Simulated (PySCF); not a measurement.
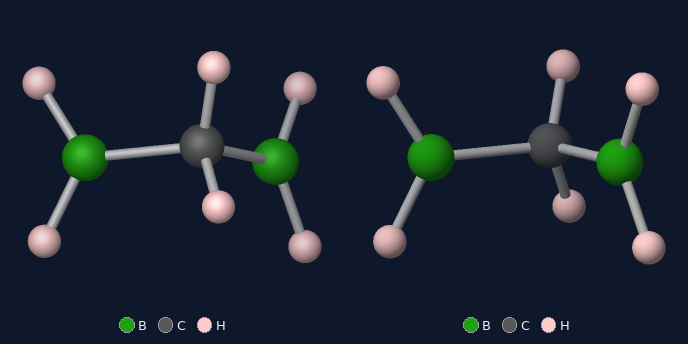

Two views of one molecule.

The geometry was computed by an optimisation with GFN2-xTB. No frequency run is at hand to confirm it as a minimum.

Give the formula.

CH₆B₂, 9 atoms: 1 carbon, 6 hydrogen and 2 boron.

Name some functional groups or characteristic bonds that it holds.

Among them: B–H bond.

Which point group does it belong to?

C2v.

Does it have rings?

It has no ring.

How many bonds of each kind are drawn?

4 B–H, 2 C–B, 2 C–H.

More results for the same structure follow; atom numbers are the same in all pictures, views and colours differ.

## Charges

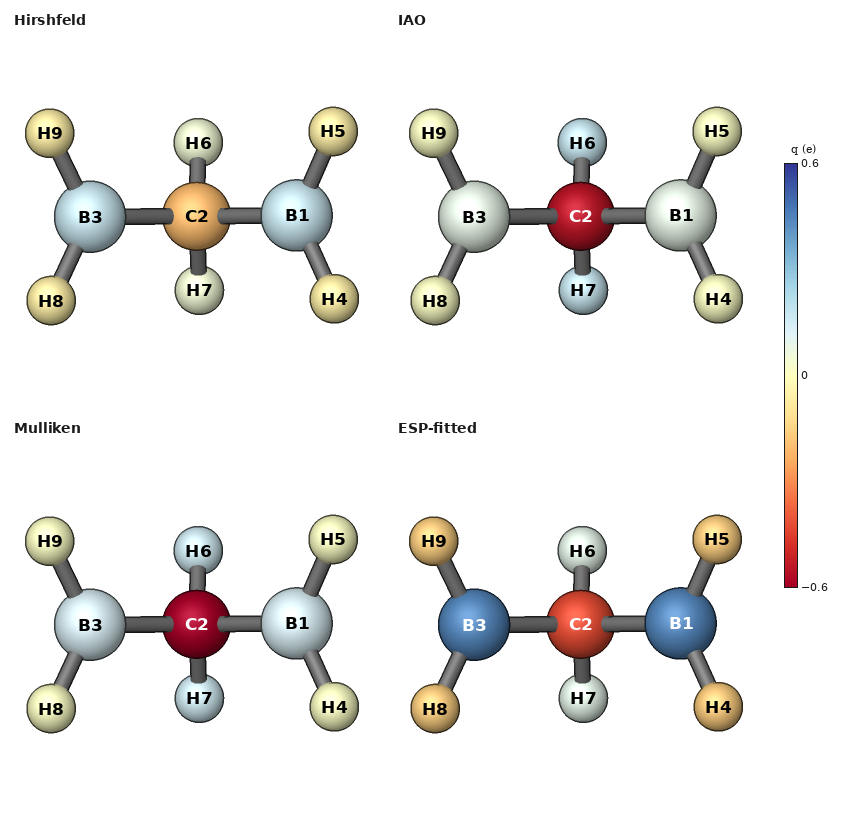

Atomic charges of one calculation by 4 schemes, on one colour scale. No frequency run is at hand to confirm it as a minimum. Computed with PBE0/pcSseg-1 (PySCF 2.14.0).

Which scheme gives the most polar picture (largest mean size of the charges)?

The ESP-fitted charges are the largest in size here, and the Hirshfeld charges the smallest.

On which atom do the schemes disagree most?

On C2 (from −0.60 to −0.20 e).

List the charges (e), one line for each set of equivalent atoms.

| atom | Hirshfeld | IAO | Mulliken | ESP-fitted |
| --- | --- | --- | --- | --- |
| B1, B3 | 0.17 | 0.08 | 0.13 | 0.44 |
| C2 | −0.20 | −0.55 | −0.60 | −0.42 |
| H4, H5, H8… | −0.06 | 0.01 | 0.01 | −0.16 |
| H6, H7 | 0.05 | 0.17 | 0.15 | 0.09 |

## Spin–spin coupling

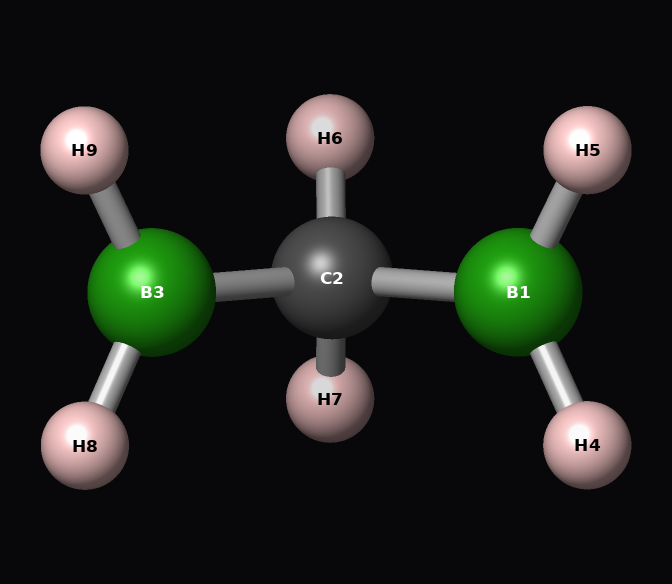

No frequency run is at hand to confirm it as a minimum. Method: B3LYP/pcJ-1 indirect spin-spin coupling, non-relativistic, gas phase (PySCF 2.14.0). Isotopes: 11B, 13C, 1H.

Give the spin–spin coupling constants of these pairs, with the number of bonds between them: B1/H4, C2/B3, B1/H7, C2/H4, H6/H7, H8/H9, H6/H8, H7/H8.

| pair | bonds apart | J (Hz) |
| --- | --- | --- |
| B1, H4 | 1 | 134.7 |
| C2, B3 | 1 | 35.6 |
| B1, H7 | 2 | −8.8 |
| C2, H4 | 2 | 4.2 |
| H6, H7 | 2 | 6.0 |
| H8, H9 | 2 | 6.2 |
| H6, H8 | 3 | 7.8 |
| H7, H8 | 3 | 7.5 |

## Bond orders

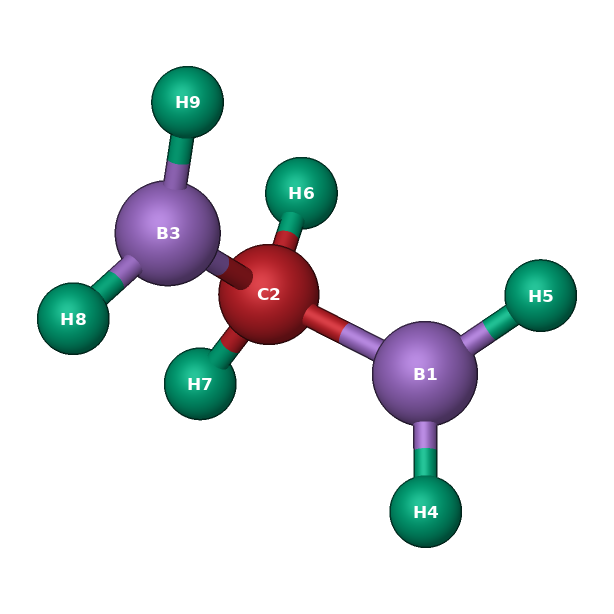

Every bond is drawn as one stick. No frequency run is at hand to confirm it as a minimum. Computed with PBE0/pcSseg-1 (PySCF 2.14.0).

List the Mayer bond orders of B1–C2, C2–H6, B1–H4 (one bond of each equivalent set).

```csv
bond,Mayer order,length (Å)
B1–C2,1.02,1.568
C2–H6,0.93,1.089
B1–H4,0.99,1.170
```

Mulliken values depend strongly on the basis set and can even reverse the polarity of a bond. The geometry is semi-empirical. Around B such bond lengths and angles can be off by a tenth of an ångström or more and by several degrees, and values that hang on the shape move with them.
